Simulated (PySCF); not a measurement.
# C$_{4}$H$_{7}$BO$_{2}$Si (SMILES C#CB[SiH]1OCCO1): what the fields show

```xyz
15

C     3.2930    0.8099    0.7067
C     2.6453    0.0161    0.0644
B     1.8075   -0.9430   -0.7088
Si   -0.1449   -0.8805   -0.6467
O    -0.7299   -1.0946    0.8870
C    -1.7604   -0.1949    1.1551
C    -1.5710    1.0253    0.2332
O    -0.7992    0.6272   -0.8579
H     3.8637    1.4981    1.2619
H     2.3383   -1.7404   -1.3818
H    -0.9270   -1.7547   -1.5469
H    -2.7218   -0.6761    0.9453
H    -1.7210    0.0828    2.2109
H    -1.0444    1.8295    0.7589
H    -2.5324    1.4033   -0.1248
```

Geometry: GFN2-xTB.

Level of theory: PySCF, PBE0/def2-SVPD, SCF density, gas phase.

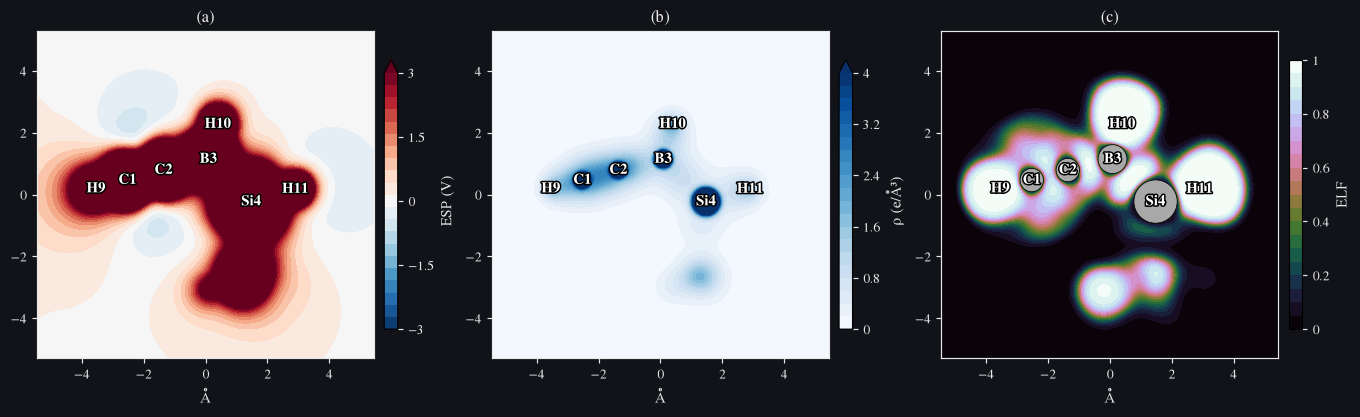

Figure 1. (a) electrostatic potential; (b) total electron density; (c) electron localisation function on the plane of atoms C2, B3 and Si4. Grey discs cover the atomic cores in the ELF map.

**What does the map show?**

The section cuts through C, B, Si and H sites.
C–C (1.21 Å): ρ at the midpoint is about 2.7 e/Å³; the ELF peaks at about 0.85 between the atoms (a short, multiple covalent bond).
C–B (1.49 Å): ρ is about 1.5 e/Å³ halfway; the ELF peaks at about 0.95 between the atoms; a covalent bond.
Si–B (1.95 Å): ρ is about 0.89 e/Å³ halfway; the ELF peaks at about 1 between the atoms; localised, covalent bonding.
C–H (1.05 Å): ρ is about 2.1 e/Å³ halfway; the ELF climbs to about 1 towards the hydrogen, as it does in any bond to H: an ordinary covalent bond to hydrogen.
B–H (1.17 Å): ρ is about 1.3 e/Å³ halfway; the ELF climbs to about 1 towards the hydrogen: an ordinary covalent bond to hydrogen.
Outside the dense part of the molecule the potential is most negative (−0.6 V) near C1.

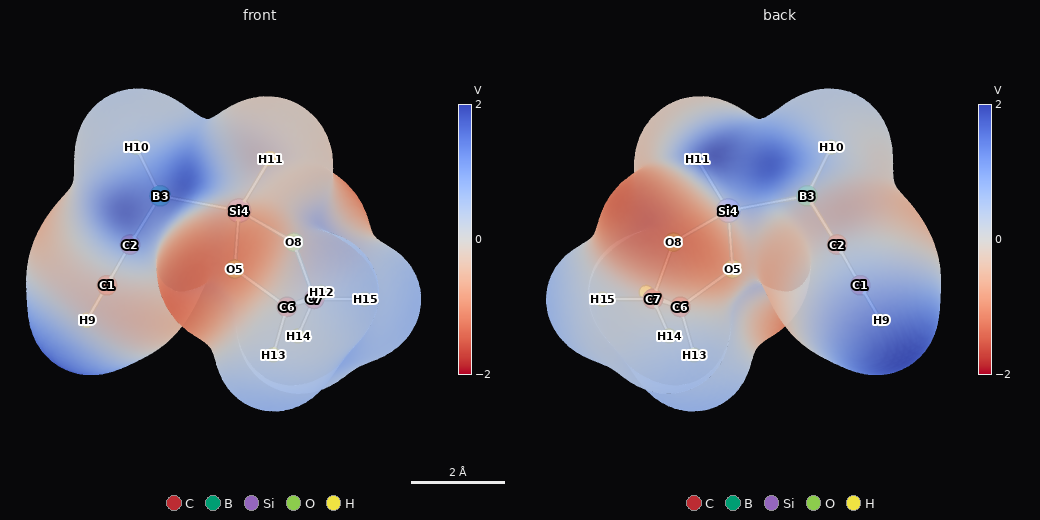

Figure 2. The molecular electrostatic potential painted on the density surface at 0.002 e/bohr³, seen from the front and from behind; red is negative and blue positive.

**Describe the electrostatic potential map.**

The most negative region (about −1.4 V, or −32 kcal/mol for a unit charge) lies over O5 and O8, the most positive (about +1.9 V, or +44 kcal/mol for a unit charge) over H9.

**What dipole moment does the calculation give?**

Its dipole moment is 1.62 D.
